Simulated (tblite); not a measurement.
Run report: C₄H₇BSi, geometry relaxation (part 1 of 4)

C₄H₇BSi, SMILES C#C[SiH2]BC=C, computed with GFN2-xTB geometry optimisation, gas phase (tblite 0.8.0).

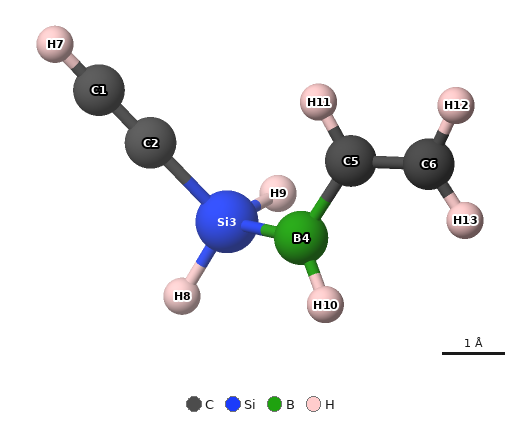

Figure 1. The input geometry (ball-and-stick view, seen at a tilt; atoms are numbered from 1 in the order of the input). Bond lengths as drawn: B–C 1.55 Å, B–H 1.17 Å, B–Si 1.96 Å, C–C 1.22 to 1.33 Å, C–H 1.06 to 1.09 Å, C–Si 1.83 Å and H–Si 1.45 to 1.46 Å.

## Input file
```
{"job": {"kind": "relax", "xc": "GFN2-xTB", "basis": "xTB"}, "charge": 0, "multiplicity": 1}
C      3.026900     1.248000    -0.057800
C      2.246700     0.333800    -0.261500
Si     1.113000    -1.071600    -0.556700
B     -0.706600    -0.384400    -0.775200
C     -1.296100     0.407900     0.425500
C     -2.565800     0.326000     0.810300
H      3.675400     2.069700     0.112800
H      1.593200    -1.776200    -1.731200
H      1.092800    -1.949900     0.608000
H     -1.415100    -0.906400    -1.546300
H     -0.620600     1.078300     0.951000
H     -2.849300     0.944000     1.665000
H     -3.298700    -0.318600     0.338400
```

The first line tells a small driver script what to run in tblite; the rest is the geometry in Å.

Hardware: 1 CPU thread, shared host.

Run as:
```bash
OMP_NUM_THREADS=1 python <driver script> task.json out
```

## The program's output
```
step      E/eV     max force
  0    -406.49915    2.334
  1    -406.48621    5.022
  2    -406.58928    0.634
  3    -406.61283    0.455
  4    -406.64263    0.447
  5    -406.65651    0.377
  6    -406.66673    0.237
  7    -406.67474    0.231
  8    -406.68076    0.246
  9    -406.68634    0.213
 10    -406.69080    0.163
 11    -406.69386    0.125
 12    -406.69595    0.135
 13    -406.69747    0.134
 14    -406.69867    0.090
 15    -406.69956    0.078
 16    -406.70034    0.096
 17    -406.70121    0.100
 18    -406.70204    0.067
 19    -406.70266    0.061
 20    -406.70305    0.042
 21    -406.70335    0.054
 22    -406.70368    0.065
 23    -406.70410    0.063
 24    -406.70455    0.062
 25    -406.70491    0.051
 26    -406.70516    0.042
 27    -406.70535    0.046
 28    -406.70555    0.042
 29    -406.70574    0.047
 30    -406.70590    0.030
 31    -406.70603    0.034
 32    -406.70617    0.036
 33    -406.70633    0.053
 34    -406.70649    0.047
 35    -406.70659    0.021
 36    -406.70665    0.019
 37    -406.70670    0.025
 38    -406.70676    0.031
 39    -406.70684    0.026
 40    -406.70691    0.028
 41    -406.70697    0.029
 42    -406.70705    0.030
 43    -406.70714    0.036
 44    -406.70724    0.026
 45    -406.70732    0.024
 46    -406.70738    0.020
 47    -406.70746    0.035
 48    -406.70757    0.042
 49    -406.70770    0.035
 50    -406.70782    0.033
 51    -406.70794    0.033
 52    -406.70809    0.041
 53    -406.70832    0.053
 54    -406.70859    0.049
 55    -406.70884    0.034
 56    -406.70900    0.033
 57    -406.70914    0.032
 58    -406.70935    0.045
 59    -406.70962    0.050
 60    -406.70986    0.042
 61    -406.71001    0.029
 62    -406.71013    0.036
 63    -406.71029    0.039
 64    -406.71053    0.042
 65    -406.71083    0.040
 66    -406.71111    0.041
 67    -406.71134    0.040
 68    -406.71162    0.048
 69    -406.71205    0.079
 70    -406.71267    0.083
 71    -406.71341    0.063
 72    -406.71377    0.036
 73    -406.71402    0.044
 74    -406.71419    0.037
 75    -406.71435    0.042
 76    -406.71440    0.100
 77    -406.71478    0.052
 78    -406.71499    0.030
 79    -406.71525    0.034
 80    -406.71548    0.034
 81    -406.71563    0.040
 82    -406.71583    0.042
 83    -406.71603    0.055
 84    -406.71608    0.076
 85    -406.71642    0.027
 86    -406.71660    0.021
 87    -406.71681    0.028
 88    -406.71689    0.038
 89    -406.71703    0.057
 90    -406.71718    0.061
 91    -406.71743    0.048
 92    -406.71763    0.050
 93    -406.71786    0.034
 94    -406.71801    0.034
 95    -406.71807    0.090
 96    -406.71831    0.039
 97    -406.71851    0.038
 98    -406.71893    0.048
 99    -406.71927    0.042
100    -406.71947    0.053
101    -406.71957    0.041
102    -406.71962    0.031
103    -406.71972    0.027
104    -406.71985    0.028
105    -406.72000    0.122
106    -406.72009    0.063
107    -406.72015    0.013
108    -406.72016    0.009
```

## Trajectory as extended XYZ (Å, eV, eV/Å), 61 of the 109 frames kept, from step=0 to step=108
```
13
Properties=species:S:1:pos:R:3:forces:R:3 step=0 energy=-406.49915
C     3.0269    1.2480   -0.0578   -0.9100  -0.9520  -0.2260
C     2.2467    0.3338   -0.2615    1.6660   1.5700   0.4560
Si    1.1130   -1.0716   -0.5567   -0.7640   0.1730  -0.2960
B    -0.7066   -0.3844   -0.7752   -0.1030  -0.5340   0.6240
C    -1.2961    0.4079    0.4255    0.3220  -0.0570  -1.1430
C    -2.5658    0.3260    0.8103   -0.0040   0.5890   0.6530
H     3.6754    2.0697    0.1128   -0.1810  -0.2380  -0.0510
H     1.5932   -1.7762   -1.7312    0.3630  -0.3010  -0.2310
H     1.0928   -1.9499    0.6080    0.2540  -0.2560   0.2420
H    -1.4151   -0.9064   -1.5463   -0.1920   0.2800  -0.1540
H    -0.6206    1.0783    0.9510   -0.2030  -0.0240   0.1500
H    -2.8493    0.9440    1.6650   -0.4410  -0.4710  -0.1960
H    -3.2987   -0.3186    0.3384    0.1940   0.2210   0.1720
13
Properties=species:S:1:pos:R:3:forces:R:3 step=2 energy=-406.58928
C     3.0276    1.2524   -0.0573   -0.1800  -0.1310  -0.0380
C     2.2649    0.3445   -0.2562    0.1390  -0.1490   0.0510
Si    1.0968   -1.0647   -0.5636    0.0630   0.1310  -0.0780
B    -0.7101   -0.3994   -0.7605   -0.2650  -0.5640   0.0300
C    -1.2913    0.4084    0.3992   -0.3940   0.4330   0.0440
C    -2.5628    0.3393    0.8232    0.4700  -0.0830  -0.4170
H     3.6688    2.0610    0.1110    0.1840   0.2060   0.0470
H     1.6028   -1.7839   -1.7367    0.2390  -0.1400  -0.0240
H     1.0998   -1.9563    0.6138    0.2460  -0.0730   0.0100
H    -1.4201   -0.8987   -1.5502   -0.1440   0.2510  -0.0920
H    -0.6262    1.0771    0.9542   -0.1850  -0.1260  -0.0720
H    -2.8615    0.9329    1.6619   -0.4070  -0.0450   0.2960
H    -3.2931   -0.3122    0.3436    0.2360   0.2910   0.2430
13
Properties=species:S:1:pos:R:3:forces:R:3 step=4 energy=-406.64263
C     3.0259    1.2566   -0.0572   -0.2560  -0.2630  -0.0610
C     2.2748    0.3343   -0.2526    0.3200   0.2170   0.0860
Si    1.0941   -1.0572   -0.5705    0.1480  -0.3130   0.0040
B    -0.7264   -0.4338   -0.7498   -0.1390  -0.0550   0.1150
C    -1.2968    0.4298    0.3831   -0.0120  -0.0010  -0.1300
C    -2.5514    0.3457    0.8181   -0.1530   0.3110   0.2830
H     3.6740    2.0659    0.1123    0.0610   0.0560   0.0190
H     1.6201   -1.7944   -1.7395    0.1340  -0.0040   0.1160
H     1.1170   -1.9622    0.6156    0.2300   0.0590  -0.1490
H    -1.4319   -0.8825   -1.5585   -0.2610   0.0600  -0.1890
H    -0.6377    1.0713    0.9521    0.1160   0.1610   0.0110
H    -2.8870    0.9221    1.6718   -0.0870  -0.1590  -0.0160
H    -3.2790   -0.2951    0.3572   -0.1020  -0.0700  -0.0900
13
Properties=species:S:1:pos:R:3:forces:R:3 step=5 energy=-406.65651
C     3.0243    1.2581   -0.0572   -0.0590  -0.0480  -0.0120
C     2.2820    0.3306   -0.2503    0.1140   0.0340   0.0240
Si    1.0954   -1.0596   -0.5734    0.1310  -0.2930   0.0470
B    -0.7356   -0.4491   -0.7427   -0.0720   0.0500   0.0050
C    -1.3001    0.4382    0.3735    0.0890   0.0000   0.0620
C    -2.5486    0.3547    0.8216   -0.3380   0.1090   0.1270
H     3.6763    2.0678    0.1129   -0.0080  -0.0230   0.0030
H     1.6299   -1.7989   -1.7385    0.1070   0.0210   0.1210
H     1.1285   -1.9637    0.6138    0.2260   0.0580  -0.1470
H    -1.4419   -0.8746   -1.5656   -0.2220   0.0280  -0.1380
H    -0.6402    1.0721    0.9517    0.1480   0.1680  -0.0570
H    -2.8993    0.9144    1.6755   -0.0150  -0.0350   0.0690
H    -3.2753   -0.2896    0.3610   -0.1020  -0.0680  -0.1050
13
Properties=species:S:1:pos:R:3:forces:R:3 step=7 energy=-406.67474
C     3.0216    1.2600   -0.0573    0.0960   0.0960   0.0260
C     2.2926    0.3230   -0.2473   -0.1090  -0.1530  -0.0410
Si    1.1027   -1.0742   -0.5741   -0.0800   0.0630   0.0150
B    -0.7500   -0.4653   -0.7365    0.0190   0.1260  -0.0770
C    -1.3051    0.4490    0.3705   -0.0580  -0.0850   0.1880
C    -2.5571    0.3677    0.8256   -0.0620  -0.0630  -0.0870
H     3.6785    2.0688    0.1139   -0.0760  -0.0850  -0.0120
H     1.6484   -1.8039   -1.7317    0.1130  -0.0210   0.0250
H     1.1558   -1.9638    0.6049    0.2170  -0.0760   0.0230
H    -1.4645   -0.8626   -1.5796   -0.0530   0.0550   0.0490
H    -0.6358    1.0815    0.9465    0.0590   0.0950  -0.1240
H    -2.9157    0.9058    1.6868    0.0190   0.0650   0.0940
H    -3.2760   -0.2855    0.3605   -0.0850  -0.0180  -0.0780
13
Properties=species:S:1:pos:R:3:forces:R:3 step=9 energy=-406.68634
C     3.0195    1.2586   -0.0574   -0.0360  -0.0900  -0.0090
C     2.2965    0.3151   -0.2472   -0.0590  -0.0210  -0.0250
Si    1.1030   -1.0815   -0.5733   -0.1300   0.1640  -0.0400
B    -0.7574   -0.4631   -0.7381    0.0120   0.0850  -0.0120
C    -1.3106    0.4478    0.3817   -0.0240  -0.0550   0.0080
C    -2.5692    0.3729    0.8258    0.0760  -0.0780  -0.0100
H     3.6759    2.0651    0.1140   -0.0320  -0.0270  -0.0010
H     1.6669   -1.8073   -1.7244    0.0750  -0.0190  -0.0010
H     1.1880   -1.9685    0.6001    0.1640  -0.1070   0.0790
H    -1.4822   -0.8521   -1.5845    0.0590   0.0930   0.1380
H    -0.6283    1.0949    0.9345   -0.1090  -0.0380  -0.1000
H    -2.9223    0.9044    1.6979    0.0050   0.0130  -0.0450
H    -3.2841   -0.2858    0.3532   -0.0010   0.0800   0.0180
13
Properties=species:S:1:pos:R:3:forces:R:3 step=11 energy=-406.69386
C     3.0166    1.2531   -0.0578   -0.0550  -0.1030  -0.0150
C     2.2952    0.3086   -0.2488   -0.0390   0.0600  -0.0140
Si    1.0960   -1.0793   -0.5746    0.0070  -0.0600   0.0080
B    -0.7614   -0.4561   -0.7392    0.0270   0.0120   0.0420
C    -1.3149    0.4435    0.3882    0.0100   0.0210  -0.1150
C    -2.5744    0.3725    0.8272    0.0470  -0.0380   0.0610
H     3.6714    2.0600    0.1138   -0.0090  -0.0120   0.0040
H     1.6840   -1.8102   -1.7186   -0.0100   0.0380   0.0430
H     1.2208   -1.9772    0.6002    0.0780   0.0100  -0.0450
H    -1.4914   -0.8391   -1.5799    0.0430   0.0650   0.0690
H    -0.6297    1.1023    0.9208   -0.1140  -0.0500   0.0070
H    -2.9263    0.9038    1.7019    0.0040  -0.0080  -0.0950
H    -3.2903   -0.2814    0.3490    0.0110   0.0630   0.0500
13
Properties=species:S:1:pos:R:3:forces:R:3 step=13 energy=-406.69747
C     3.0145    1.2475   -0.0582    0.0160   0.0100   0.0040
C     2.2900    0.3070   -0.2509   -0.0740   0.0160  -0.0210
Si    1.0927   -1.0809   -0.5747    0.0630  -0.1100   0.0420
B    -0.7610   -0.4533   -0.7372    0.0530  -0.0370   0.0170
C    -1.3171    0.4434    0.3843   -0.0020   0.0480  -0.0410
C    -2.5727    0.3694    0.8301   -0.0140  -0.0050  -0.0030
H     3.6682    2.0561    0.1139   -0.0180  -0.0350   0.0010
H     1.6911   -1.8094   -1.7140   -0.0300   0.0340   0.0170
H     1.2403   -1.9810    0.5980    0.0400   0.0310  -0.0600
H    -1.4926   -0.8291   -1.5737   -0.0030   0.0150  -0.0270
H    -0.6375    1.1025    0.9155   -0.0110   0.0280   0.0730
H    -2.9283    0.9036    1.6986    0.0140   0.0290  -0.0170
H    -3.2922   -0.2754    0.3506   -0.0330  -0.0250   0.0150
13
Properties=species:S:1:pos:R:3:forces:R:3 step=14 energy=-406.69867
C     3.0136    1.2451   -0.0583    0.0260   0.0330   0.0080
C     2.2865    0.3072   -0.2522   -0.0740   0.0020  -0.0200
Si    1.0932   -1.0843   -0.5737    0.0400  -0.0540   0.0320
B    -0.7595   -0.4535   -0.7359    0.0390  -0.0430   0.0050
C    -1.3180    0.4449    0.3816   -0.0020   0.0400   0.0080
C    -2.5722    0.3680    0.8310   -0.0230   0.0100  -0.0410
H     3.6668    2.0540    0.1140   -0.0160  -0.0340   0.0000
H     1.6930   -1.8082   -1.7118   -0.0180   0.0110  -0.0200
H     1.2485   -1.9816    0.5955    0.0370  -0.0030  -0.0160
H    -1.4930   -0.8249   -1.5720    0.0000   0.0000  -0.0460
H    -0.6409    1.1031    0.9155    0.0150   0.0480   0.0750
H    -2.9288    0.9043    1.6969    0.0180   0.0410   0.0120
H    -3.2936   -0.2737    0.3518   -0.0410  -0.0510   0.0040
13
Properties=species:S:1:pos:R:3:forces:R:3 step=16 energy=-406.70034
C     3.0120    1.2414   -0.0586   -0.0090   0.0060   0.0000
C     2.2786    0.3088   -0.2547   -0.0320   0.0190  -0.0060
Si    1.0955   -1.0912   -0.5709   -0.0210   0.0390  -0.0090
B    -0.7563   -0.4552   -0.7340   -0.0240  -0.0170   0.0130
C    -1.3192    0.4484    0.3793    0.0080   0.0010   0.0450
C    -2.5733    0.3672    0.8301   -0.0130   0.0340  -0.0540
H     3.6643    2.0497    0.1142    0.0060  -0.0060   0.0050
H     1.6953   -1.8064   -1.7103    0.0010  -0.0210  -0.0670
H     1.2633   -1.9836    0.5922    0.0380  -0.0620   0.0620
H    -1.4936   -0.8188   -1.5721    0.0350  -0.0060  -0.0340
H    -0.6448    1.1069    0.9187    0.0000   0.0290   0.0380
H    -2.9282    0.9072    1.6950    0.0170   0.0240   0.0000
H    -3.2979   -0.2741    0.3534   -0.0060  -0.0380   0.0090
13
Properties=species:S:1:pos:R:3:forces:R:3 step=18 energy=-406.70204
C     3.0096    1.2379   -0.0589   -0.0420  -0.0170  -0.0080
C     2.2675    0.3127   -0.2580    0.0180   0.0320   0.0080
Si    1.0966   -1.0967   -0.5685   -0.0350   0.0090  -0.0210
B    -0.7544   -0.4575   -0.7306   -0.0550   0.0180   0.0340
C    -1.3193    0.4517    0.3801    0.0060  -0.0370   0.0300
C    -2.5759    0.3689    0.8256   -0.0020   0.0390   0.0000
H     3.6621    2.0446    0.1149    0.0270   0.0220   0.0080
H     1.6967   -1.8054   -1.7137   -0.0110  -0.0120  -0.0460
H     1.2810   -1.9900    0.5929    0.0250  -0.0460   0.0420
H    -1.4906   -0.8134   -1.5747    0.0540  -0.0020  -0.0080
H    -0.6492    1.1130    0.9255   -0.0320  -0.0180  -0.0200
H    -2.9256    0.9125    1.6920   -0.0060  -0.0020  -0.0360
H    -3.3028   -0.2778    0.3557    0.0520   0.0130   0.0170
13
Properties=species:S:1:pos:R:3:forces:R:3 step=20 energy=-406.70305
C     3.0072    1.2371   -0.0592   -0.0170   0.0170  -0.0010
C     2.2607    0.3161   -0.2597    0.0110  -0.0050   0.0040
Si    1.0956   -1.0997   -0.5678    0.0030  -0.0370   0.0100
B    -0.7554   -0.4587   -0.7266    0.0020   0.0020   0.0180
C    -1.3191    0.4519    0.3820   -0.0070  -0.0280   0.0110
C    -2.5771    0.3721    0.8225   -0.0050   0.0110   0.0330
H     3.6621    2.0424    0.1157    0.0090   0.0060   0.0030
H     1.6955   -1.8053   -1.7190   -0.0320   0.0120  -0.0020
H     1.2912   -1.9960    0.5956    0.0110   0.0030  -0.0250
H    -1.4849   -0.8110   -1.5771    0.0290   0.0010  -0.0050
H    -0.6534    1.1153    0.9295   -0.0080  -0.0180  -0.0310
H    -2.9245    0.9161    1.6882   -0.0340   0.0190  -0.0110
H    -3.3024   -0.2797    0.3583    0.0390   0.0160  -0.0040
13
Properties=species:S:1:pos:R:3:forces:R:3 step=22 energy=-406.70368
C     3.0047    1.2382   -0.0593    0.0010   0.0260   0.0030
C     2.2583    0.3171   -0.2602   -0.0020  -0.0270   0.0000
Si    1.0950   -1.1030   -0.5669    0.0250   0.0000   0.0210
B    -0.7561   -0.4598   -0.7231    0.0440  -0.0290  -0.0050
C    -1.3196    0.4499    0.3840   -0.0080  -0.0030   0.0060
C    -2.5778    0.3747    0.8230   -0.0040  -0.0150   0.0200
H     3.6629    2.0419    0.1163   -0.0170  -0.0150  -0.0040
H     1.6927   -1.8047   -1.7223   -0.0350   0.0140   0.0070
H     1.2973   -1.9994    0.5956    0.0080   0.0060  -0.0330
H    -1.4798   -0.8096   -1.5790    0.0080   0.0040  -0.0070
H    -0.6560    1.1151    0.9290    0.0320   0.0040  -0.0100
H    -2.9270    0.9195    1.6858   -0.0420   0.0450   0.0200
H    -3.2990   -0.2795    0.3594   -0.0110  -0.0110  -0.0190
```
